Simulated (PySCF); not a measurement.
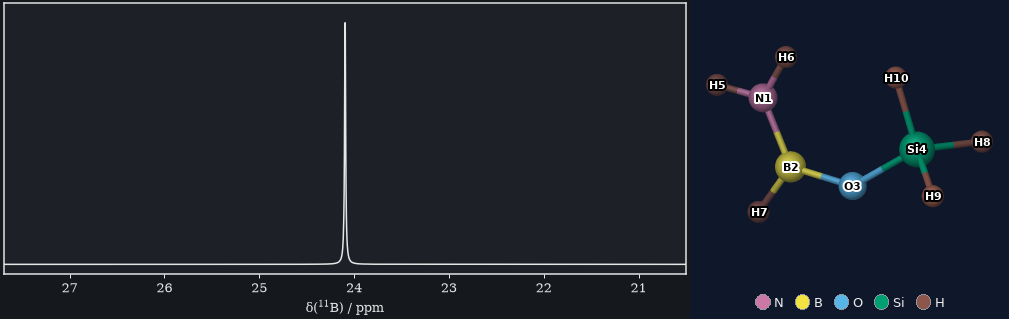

Spectrum and numbered structure of BSiNH₆O, SMILES NBO[SiH3]. GIAO shifts, BP86/pcSseg-2 in PySCF 2.14.0, at a PBE0-D3(BJ)/def2-SVP geometry (no frequency check), against BF₃.OEt₂ for ¹¹B computed at the same level. Gas phase, fully decoupled, line heights follow the number of nuclei, widths are arbitrary (no quadrupolar broadening); values of one conformer, averaged over methyl-type rotors and exact or near symmetry; other conformers aren't averaged in.

Q: Where does the ¹¹B line lie?

A: At 24.1 ppm (B2).
